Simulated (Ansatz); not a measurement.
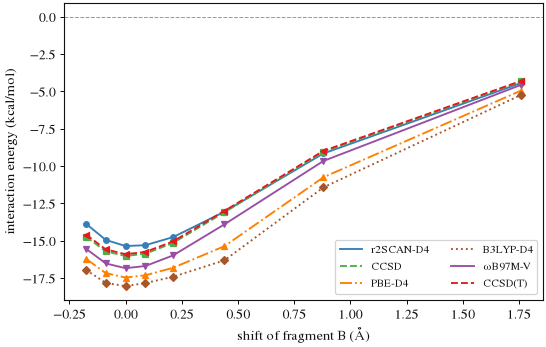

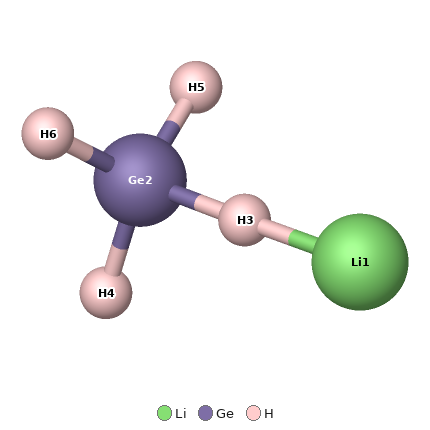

Interaction curve of the pair Li⁺ (A) and GeH₄ (B), from the arrangement drawn (closest contact, H···H pairs aside, Li1···H3 1.76 Å; others can bind more strongly), without the energy that it costs to deform the partners. The Ansatz code 0.2.0, def2-TZVPPD, cores frozen in correlated methods. Fragment B of a pair is moved rigidly from the minimum (PBE0-D4/def2-TZVP) along the line between the fragments' mean atom positions; interaction energies with counterpoise. The outer core of Li, Na, Mg and K is correlated. On heavy atoms the filled d shell below the valence is correlated. Straight lines join the computed points.

Which curve follows CCSD(T) best, and which worst?

Best CCSD, worst B3LYP-D4; largest departures, offsets in depth included: CCSD 0.14, r2SCAN-D4 0.72, ωB97M-V 0.95, PBE-D4 2.36, B3LYP-D4 3.31 kcal/mol. CCSD(T) is in the same finite basis, not at its limit.

Give the values at the computed points.

In kcal/mol:
```tsv
shift of fragment B (Å)	r2SCAN-D4	CCSD	PBE-D4	B3LYP-D4	ωB97M-V	CCSD(T)
−0.18	−13.86	−14.72	−16.20	−16.95	−15.53	−14.58
−0.09	−14.94	−15.71	−17.16	−17.82	−16.52	−15.58
0.00	−15.35	−16.02	−17.46	−18.04	−16.83	−15.90
0.09	−15.29	−15.86	−17.31	−17.83	−16.69	−15.75
0.21	−14.75	−15.14	−16.81	−17.41	−15.98	−15.04
0.44	−13.05	−13.09	−15.36	−16.31	−13.90	−13.00
0.88	−9.15	−9.04	−10.75	−11.43	−9.66	−8.98
1.76	−4.43	−4.33	−4.94	−5.23	−4.55	−4.29
```

Caveats: no scalar relativity up to krypton.
